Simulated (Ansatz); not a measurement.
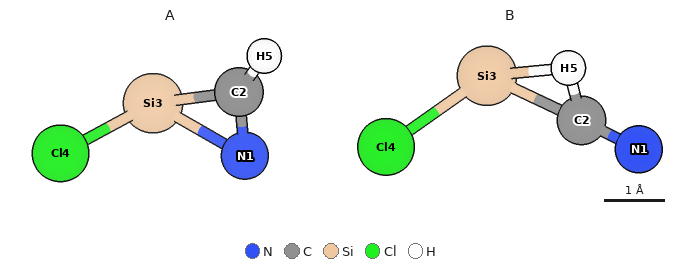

Two geometries of CHClNSi (multiplicity 2), drawn at one scale. One is the start of a relaxation, the other its converged end. Style: ball-and-stick. Shown at a tilt.

Level of theory: UKS PBE0/def2-SVP in Ansatz 0.2.0. (collinear spin; force threshold 0.02 eV/Å; at most 50 steps)

Which one is relaxed?

Answer. Structure A is the relaxed one. The run prepares an end point of a later path (hydrogen shift) calculation, from a guessed geometry. The energy falls by 43.2 kcal/mol in 16 accepted moves (17 points after the start). The largest force component goes from 9.9 to 0.014 eV/Å. The line search rejected the trial step at point 5 of the run. The largest move after the best rigid fit is that of N1, 1.04 Å. Largest moves by element: N 1.04 Å, H 0.87 Å, Si 0.70 Å, C 0.61 Å, Cl 0.27 Å. Among the contacts that change: Si3–H5 1.817 → 3.066 Å, N1–Si3 2.961 → 1.989 Å, C2–Si3 1.842 → 2.079 Å, N1–C2 1.120 → 1.213 Å. Bond angles that change, for instance: N1–C2–Si3 177.7° → 68.7°, Si3–C2–H5 71.4° → 148.0°, N1–C2–H5 110.9° → 143.3°.
